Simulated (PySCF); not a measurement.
System: C₄H₂NO₂S (charge −1).

The calculation's input:

```
{"job": {"kind": "nmr", "xc": "PBE0", "basis": "pcSseg-1"}, "charge": -1, "multiplicity": 1}
C      2.259149    -0.647055    -0.103118
C      1.162189    -0.246302     0.178879
C     -0.138358     0.243766     0.468389
C     -0.233786     1.643187     0.440239
N     -0.307975     2.793036     0.378978
S     -1.416937    -0.512458    -1.024514
O     -2.723058    -0.075170    -0.502557
O     -1.186540    -1.956576    -0.840597
H      3.204117    -1.025608    -0.355483
H     -0.609918    -0.212165     1.337255
```

Launched as:

```sh
OMP_NUM_THREADS=1 python probes_run.py task.json out
```

Geometry: GFN2-xTB.

Theory: PySCF, PBE0/pcSseg-1, SCF density, gas phase, non-relativistic.

Q: What can the converged electron density and electron localisation function tell about the bonding?

A: C–N (1.15 Å): ρ at the midpoint is about 3.5 e/Å³; the ELF peaks at about 0.85 between the atoms; a short, multiple covalent bond.
C–C (1.20 Å): the density is about 2.7 e/Å³ at the midpoint; the ELF peaks at about 0.85 between the atoms; a short, multiple covalent bond.
C–H (1.05 Å): ρ is about 2.1 e/Å³ halfway; the ELF climbs to about 1 towards the hydrogen, as it does in any bond to H; an ordinary covalent bond to hydrogen.

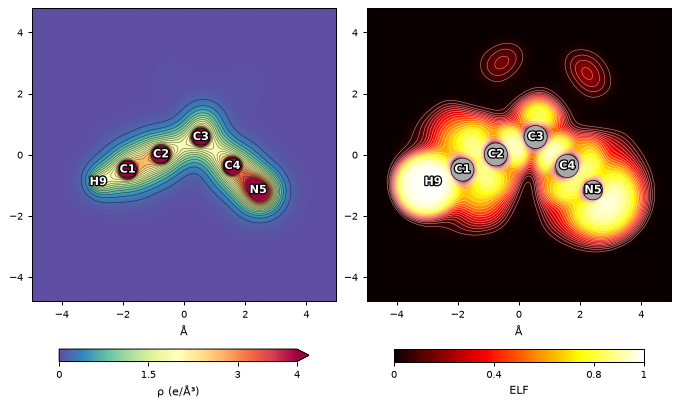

Computed electron density and electron localisation function on the plane of atoms C2, C3 and C4, in this order. Grey discs cover the atomic cores in the ELF map. 
